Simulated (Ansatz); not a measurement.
# Geometry relaxation of AlH$_{2}$F

- system: AlH$_{2}$F
- method: RKS PBE/6-31G* (Ansatz 0.2.0)

The input holds or restrains some coordinates. It belongs to a series of runs on one base structure; here: pulled along the bonds that form and break, towards end A.

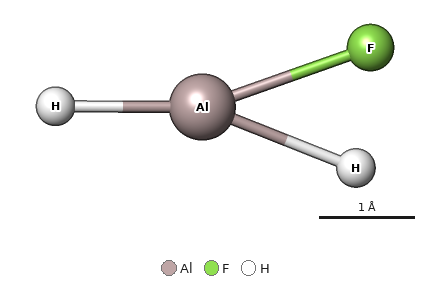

Figure 1. The starting structure (ball-and-stick view, seen on its broad side). Sticks mark near contacts. Bond lengths as drawn: Al–F 1.89 Å and Al–H 1.56 to 1.76 Å.

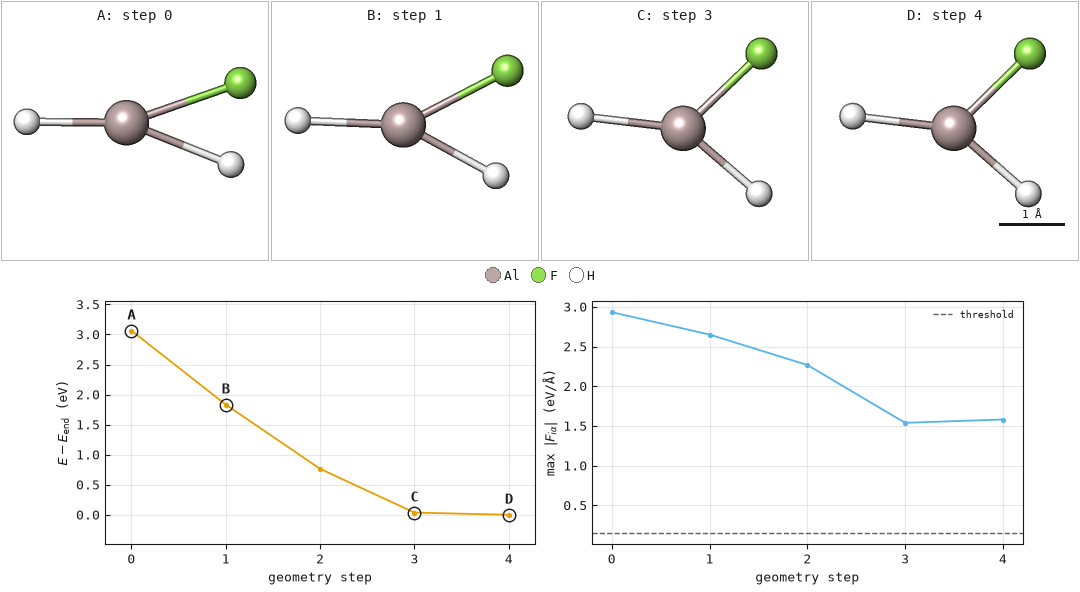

Figure 2. Frames of the restrained relaxation (ball-and-stick view, seen at a tilt) above the curves, on which the letters mark them (the first geometry is step 0 here and step 1 in the log).

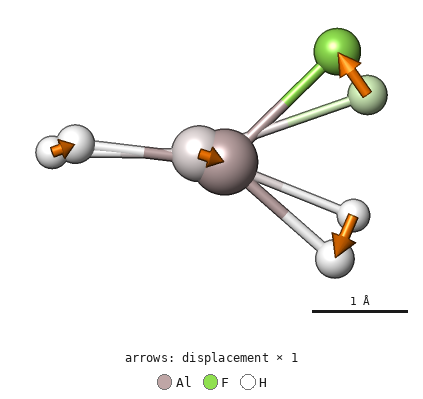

Figure 3. Start (faint) and end (solid) with the displacements as orange arrows, at true length (ball-and-stick view, seen at a tilt). The two geometries are laid on each other by the best rigid fit. Over 4 geometry steps the energy falls by 3.065 eV. Largest force component: 2.9 eV/Å at the start, 1.6 eV/Å at the end. The atom that moves furthest after the best rigid fit is F2 (0.56 Å). By element the largest moves are F 0.56 Å, H 0.50 Å, Al 0.28 Å. Among the contacts that change: Al1–F2 1.890 → 1.667 Å, Al1–H3 1.760 → 1.549 Å, Al1–H4 1.560 → 1.595 Å. Among the angles that change: F2–Al1–H3 40.8° → 85.3°, F2–Al1–H4 160.4° → 129.0°, H3–Al1–H4 158.9° → 145.6°. (Atoms are counted from 1 in the order of the input.)

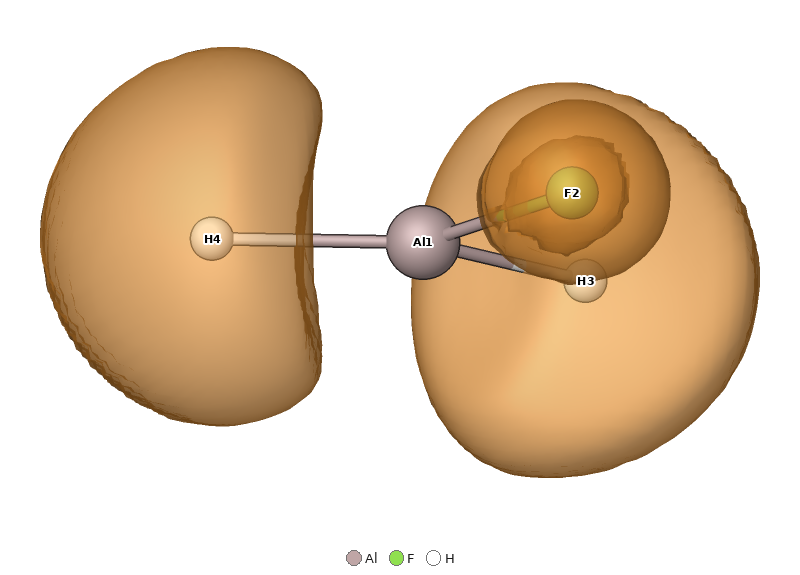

Figure 4. Isosurface of the ELF at 0.8 (orange), seen from the side. Core shells and regions of very low density are left out. Profiles from the grid: Al–F (1.67 Å): the ELF peaks at about 0.85 in the valence shell of F, 0.5 Å from its nucleus, and is about 0.25 at the midpoint. Al–H (1.55 Å): the ELF climbs to about 1 towards the hydrogen, as it does in any bond to H.

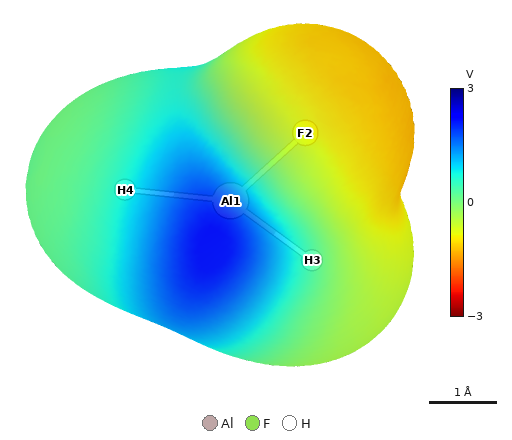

Figure 5. The molecular electrostatic potential painted on the density surface at 0.001 e/bohr³, seen at a tilt; red is negative and blue positive.

The input that produced these results follows, with the program's output.

Input:
```yaml
crystal:
  periodic: [false, false, false]
  atoms:
    - { symbol: Al, position_ang: [0.0, 0.0, 0.0] }
    - { symbol: F, position_ang: [1.2241, 0.0, 1.44] }
    - { symbol: H, position_ang: [1.739, 0.0, 0.2708] }
    - { symbol: H, position_ang: [-1.351, 0.0, -0.78] }
basis:
  gaussian: { orbitals: "6-31G*" }
hamiltonian:
  xc: pbe
relax:
  f_tol: 0.15
  max_steps: 25
  restrain:
    - { distance: [1, 2], at: 2.12, k: 30.0 }
    - { distance: [0, 1], at: 1.69, k: 30.0 }
    - { distance: [0, 2], at: 1.56, k: 30.0 }
output:
  orbitals: {}
```

Command:
```bash
ansatz run input.yaml --threads 1 --pin off --max-ram 2048MiB --backend cpu --events-out ev --progress --plain --runs-dir out
```

Output:
```
The last accepted step is kept in [file] (removed where the run ends without a failure and the disk answers)
Engine: ansatz 0.2.0, aarch64-unknown-linux-gnu
Functional definition: PBE
  parameter kappa = 0.804
  parameter beta = 0.06672455060314922
  exchange = pbe_x(kappa = kappa, mu = beta*pi^2/3)
  correlation = pbe_c(beta = beta)
424 factors; their error is unknown
mean field evaluation 1: about -9334.3991 eV, gradient 3.6e1 eV
mean field evaluation 2: about -9282.5571 eV, gradient 1.7e2 eV
mean field evaluation 4: about -9336.8600 eV, gradient 5.8e0 eV
mean field evaluation 8: about -9336.9408 eV, gradient 8.7e-2 eV
mean field evaluation 16: about -9336.9408 eV, gradient 1.9e-5 eV
mean field -9336.94078201 eV, -343.1262449330 hartree, gradient 1.9e-5 eV, S^2 0.000000; 0 other end points of the search recorded, 0 dependent functions left out
the calculation of the forces begins
reference -9336.94082133 eV, -343.1262463781 hartree; 12, 12 occupied and 26, 26 virtual orbitals, 424 factors
relax step   1: F+E_penalty+E_count = -9336.94078201 eV  Δ(F+E_penalty+E_count) = +0.000e0 eV  max|allowed force component| = 2.933e0 eV/Å  E_restraint = 11.84529022 eV  max|allowed force component, restraints' pulls added| = 2.580e1 eV/Å  Δτ_max = 0.0000 Å  (26 SCF iters, accepted)
  distance F 1 - H 2 = 1.2776 Å
  distance Al 0 - F 1 = 1.8900 Å
  distance Al 0 - H 2 = 1.7600 Å
these checks for a lower state are left out or cut short: starts, cluster_reference, orbital_swaps, neighbouring_geometries, increment
424 factors; their error is unknown
mean field -9338.17161944 eV, -343.1714773743 hartree, gradient 2.1e-5 eV, S^2 0.000000; 0 other end points of the search recorded, 0 dependent functions left out
the calculation of the forces begins
reference -9338.17165937 eV, -343.1714788417 hartree; 12, 12 occupied and 26, 26 virtual orbitals, 424 factors
relax step   2: F+E_penalty+E_count = -9338.17161944 eV  Δ(F+E_penalty+E_count) = -1.231e0 eV  max|allowed force component| = 2.651e0 eV/Å  E_restraint = 3.86330703 eV  max|allowed force component, restraints' pulls added| = 1.542e1 eV/Å  Δτ_max = 0.1949 Å  (32 SCF iters, accepted)
  distance F 1 - H 2 = 1.6437 Å
  distance Al 0 - F 1 = 1.8396 Å
  distance Al 0 - H 2 = 1.6513 Å
these checks for a lower state are left out or cut short: starts, cluster_reference, orbital_swaps, neighbouring_geometries, increment
424 factors; their error is unknown
mean field evaluation 32: about -9339.2410 eV, gradient 1.0e-5 eV
mean field -9339.24102412 eV, -343.2107772714 hartree, gradient 1.0e-5 eV, S^2 0.000000; 0 other end points of the search recorded, 0 dependent functions left out
the calculation of the forces begins
reference -9339.24106547 eV, -343.2107787910 hartree; 12, 12 occupied and 26, 26 virtual orbitals, 424 factors
relax step   3: F+E_penalty+E_count = -9339.24102412 eV  Δ(F+E_penalty+E_count) = -1.069e0 eV  max|allowed force component| = 2.268e0 eV/Å  E_restraint = 0.38164269 eV  max|allowed force component, restraints' pulls added| = 5.175e0 eV/Å  Δτ_max = 0.1950 Å  (31 SCF iters, accepted)
  distance F 1 - H 2 = 1.9892 Å
  distance Al 0 - F 1 = 1.7662 Å
  distance Al 0 - H 2 = 1.6102 Å
these checks for a lower state are left out or cut short: starts, cluster_reference, orbital_swaps, neighbouring_geometries, increment
424 factors; their error is unknown
mean field -9339.96967740 eV, -343.2375547856 hartree, gradient 1.8e-5 eV, S^2 0.000000; 0 other end points of the search recorded, 0 dependent functions left out
the calculation of the forces begins
reference -9339.96972014 eV, -343.2375563565 hartree; 12, 12 occupied and 26, 26 virtual orbitals, 424 factors
relax step   4: F+E_penalty+E_count = -9339.96967740 eV  Δ(F+E_penalty+E_count) = -7.287e-1 eV  max|allowed force component| = 1.539e0 eV/Å  E_restraint = 0.06051332 eV  max|allowed force component, restraints' pulls added| = 1.455e0 eV/Å  Δτ_max = 0.1961 Å  (30 SCF iters, accepted)
  distance F 1 - H 2 = 2.1832 Å
  distance Al 0 - F 1 = 1.6935 Å
  distance Al 0 - H 2 = 1.5653 Å
these checks for a lower state are left out or cut short: starts, cluster_reference, orbital_swaps, neighbouring_geometries, increment
424 factors; their error is unknown
mean field -9340.00528766 eV, -343.2388634385 hartree, gradient 1.9e-5 eV, S^2 0.000000; 0 other end points of the search recorded, 0 dependent functions left out
the calculation of the forces begins
reference -9340.00533051 eV, -343.2388650133 hartree; 12, 12 occupied and 26, 26 virtual orbitals, 424 factors
relax step   5: F+E_penalty+E_count = -9340.00528766 eV  Δ(F+E_penalty+E_count) = -3.561e-2 eV  max|allowed force component| = 1.581e0 eV/Å  E_restraint = 0.06674446 eV  max|allowed force component, restraints' pulls added| = 6.378e-2 eV/Å  Δτ_max = 0.0269 Å  (25 SCF iters, accepted)
  distance F 1 - H 2 = 2.1819 Å
  distance Al 0 - F 1 = 1.6675 Å
  distance Al 0 - H 2 = 1.5494 Å
424 factors; their error is unknown
mean field evaluation 64: about -9340.0053 eV, gradient 1.1e-3 eV
mean field -9340.00528766 eV, -343.2388634385 hartree, gradient 1.9e-5 eV, S^2 0.000000; 1 other end points of the search recorded, 0 dependent functions left out
the calculation of the forces begins
reference -9340.00533051 eV, -343.2388650133 hartree; 12, 12 occupied and 26, 26 virtual orbitals, 424 factors
Total energy: -9340.00533051 eV, -343.2388650133 hartree
Atom 0 at     0.276354     0.000000     0.063360 Å, force     0.557951     0.000000     0.624529 eV/Å
Atom 1 at     0.726248    -0.000000     1.668991 Å, force    -1.135782    -0.000000     0.945268 eV/Å
Atom 2 at     1.797378    -0.000000    -0.231880 Å, force     0.571214    -0.000000    -1.581205 eV/Å
Atom 3 at    -1.187880    -0.000000    -0.569670 Å, force     0.006618    -0.000000     0.011407 eV/Å
Dipole moment:    -0.243985     0.000000    -0.344699 e Å
```

Trajectory as extended XYZ (Å, eV, eV/Å), 5 frames, from step=1 to step=5:
```
4
Properties=species:S:1:pos:R:3:forces:R:3 step=1 energy=-9336.94078
Al    0.0000    0.0000    0.0000    2.9328   0.0000  -0.1987
F     1.2241    0.0000    1.4400   -1.5717   0.0000   1.7727
H     1.7390    0.0000    0.2708    0.1008   0.0000  -1.7450
H    -1.3510    0.0000   -0.7800   -1.4619   0.0000   0.1711
4
Properties=species:S:1:pos:R:3:forces:R:3 step=2 energy=-9338.17162
Al    0.1103    0.0000    0.0243    2.4574   0.0000   1.1726
F     1.0899    0.0000    1.5813   -2.6509   0.0000   0.4626
H     1.7607    0.0000    0.0807    0.0082   0.0000  -2.2868
H    -1.3488    0.0000   -0.7556    0.1853   0.0000   0.6515
4
Properties=species:S:1:pos:R:3:forces:R:3 step=3 energy=-9339.24102
Al    0.1949    0.0000    0.0853    1.4220   0.0000   1.2443
F     0.9413    0.0000    1.6861   -2.2676   0.0000  -0.2731
H     1.7930    0.0000   -0.1115   -0.0919   0.0000  -1.8134
H    -1.3171    0.0000   -0.7290    0.9375   0.0000   0.8422
4
Properties=species:S:1:pos:R:3:forces:R:3 step=4 energy=-9339.96968
Al    0.2685    0.0000    0.0577    0.7929   0.0000   1.1242
F     0.7452    0.0000    1.6827   -1.3363   0.0000   0.3002
H     1.8082    0.0000   -0.2242    0.3420   0.0000  -1.5394
H    -1.2098    0.0000   -0.5853    0.2013   0.0000   0.1150
4
Properties=species:S:1:pos:R:3:forces:R:3 step=5 energy=-9340.00529
Al    0.2764    0.0000    0.0634    0.5580   0.0000   0.6245
F     0.7262    0.0000    1.6690   -1.1358   0.0000   0.9453
H     1.7974    0.0000   -0.2319    0.5712   0.0000  -1.5812
H    -1.1879    0.0000   -0.5697    0.0066   0.0000   0.0114
```

Summary:

| quantity | value |
| --- | --- |
| outcome | converged under the restraints of the input |
| total energy | −9340.0053 eV |
| mean-field energy | −9340.0053 eV |
| largest force (length of the vector) at the end, held atoms and coordinates included | 1.681 eV/Å |
| hardware | 1 thread of Arm Neoverse V2, 24 GiB of memory available, shared host |
| wall time | 3.7 s |
| peak memory | 0.098 GiB |
